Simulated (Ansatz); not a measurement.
Fluorite SrCl2 was calculated with rVV10 (Ansatz, a first-principles code, PAW).

Numerical settings: plane-wave cutoff 520 eV, 8×8×8 k mesh, Fermi–Dirac smearing 0.01 eV, scalar-relativistic PAW data made under PBE.

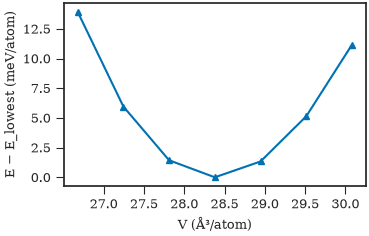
Total energy against volume

Q: From the curve, estimate the equilibrium volume and the bulk modulus.

A: V0 ≈ 28.4 Å³/atom and B0 ≈ 39 GPa; the fit gives V0 = 28.380 Å³/atom, B0 = 39.0 GPa, B′ = 4.5.

Measured, for comparison: bulk modulus 34.3 GPa (temperature not stated, no zero-point or thermal correction, from elastic constants; as tabulated in Kanchana et al., Calculated structural, elastic and electronic properties of …); equilibrium volume per atom 28.27 Å³/atom (room temperature, no zero-point or thermal correction; as tabulated in Kanchana et al., Calculated structural, elastic and electronic properties of …). Computed (rounded) less measured: bulk modulus +14 % (against room or unstated temperature, where such soft solids are markedly softer), equilibrium volume per atom +0.4 %.

The computed numbers hold no vibrational or temperature effects.
